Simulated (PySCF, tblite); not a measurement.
**C5H9NOSi: geometry, infrared bands and NMR shifts**

Aim: predict the infrared bands and NMR shifts of C5H9NOSi (`C=C[C@@H]1CC(=O)[SiH2]N1`).

Computed with tblite 0.8.0 and PySCF 2.14.0, with density-fitted response routines of our own, on a single molecule in the gas phase. Atoms are numbered from 0 throughout.

### 1 The starting structure

17 atoms, charge 0, multiplicity 1; geometry from: force field or distance geometry start.

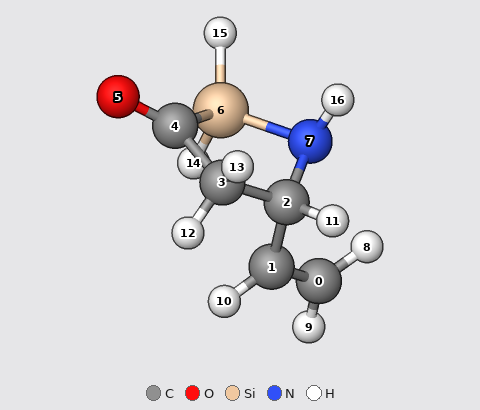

As it starts; carbon grey, oxygen red, silicon light orange, nitrogen blue, hydrogen white, atoms numbered; sticks join atoms by distance.

### 2 Relaxing the molecule with GFN2-xTB

Job settings and geometry (Å):

```
{"job": {"kind": "relax", "xc": "GFN2-xTB", "basis": "xTB"}, "charge": 0, "multiplicity": 1}
C      2.320300     0.742000     0.340100
C      1.410300    -0.117000    -0.166800
C      0.322600    -0.647900     0.718800
C     -0.772600    -1.329100    -0.025900
C     -1.845100    -0.362400    -0.365300
O     -2.894400    -0.572600    -0.969800
Si    -1.219400     1.262000     0.297000
N     -0.151700     0.444200     1.512300
H      2.281900     1.088500     1.365100
H      3.098800     1.119200    -0.280800
H      1.465400    -0.456400    -1.182300
H      0.812400    -1.422600     1.361300
H     -0.344900    -1.671000    -0.985400
H     -1.169200    -2.250200     0.462400
H     -0.387100     1.954600    -0.691000
H     -2.260200     2.070900     0.894400
H     -0.673900     0.159800     2.355400
```

The run is started by

```
$ OMP_NUM_THREADS=1 python probes_run.py task.json out
```

This one command runs all jobs of the session in turn.

**Question.** This job is followed by: GFN2-xTB harmonic vibrations, gas phase; GIAO PBE0/pcSseg-1 NMR shielding, non-relativistic, gas phase. What will the session give for the following? strongest single infrared mode (GFN2-xTB); zero-point energy (GFN2-xTB); 13C shifts against TMS (PBE0/pcSseg-1); 1H shifts against TMS (PBE0/pcSseg-1); 17O shifts against H2O (PBE0/pcSseg-1); 29Si shifts against TMS (PBE0/pcSseg-1); 15N shifts against NH3 (PBE0/pcSseg-1).

The runs gave:

| quantity | value |
| --- | --- |
| strongest single infrared mode (GFN2-xTB) | 2231 cm⁻¹, 365 km/mol |
| zero-point energy (GFN2-xTB) | 80.3 kcal/mol |
| 13C shifts against TMS (PBE0/pcSseg-1) | 251.7, 153.8, 117.7, 58.5, 55.0 ppm |
| 1H shifts against TMS (PBE0/pcSseg-1) | 6.28, 5.55, 5.46, 4.76, 4.58, 4.49, 2.56, 2.26, 1.01 ppm |
| 17O shifts against H2O (PBE0/pcSseg-1) | 870.7 ppm |
| 29Si shifts against TMS (PBE0/pcSseg-1) | -73.2 ppm |
| 15N shifts against NH3 (PBE0/pcSseg-1) | 37.8 ppm |

Over 120 steps the energy fell by 0.830 eV; of the close pairs, Si6–N7 changed most, 1.813 to 1.715 Å. No mode is imaginary among the 45: a minimum at this level. The strongest single mode, at 2231 cm⁻¹, moves mainly H14. GFN2-xTB is a fitted tight-binding method: band positions and strengths are rough. Its intensities can rank the bands wrongly. The most deshielded hydrogen is H10 (hydrogen on an alkene CH), at 6.28 ppm: a vinylic proton, deshielded by the sp2 carbon and the C=C anisotropy. At PBE0/pcSseg-1: Shielding is most anisotropic at O5 (span 1855 ppm, paramagnetic term -932 ppm).
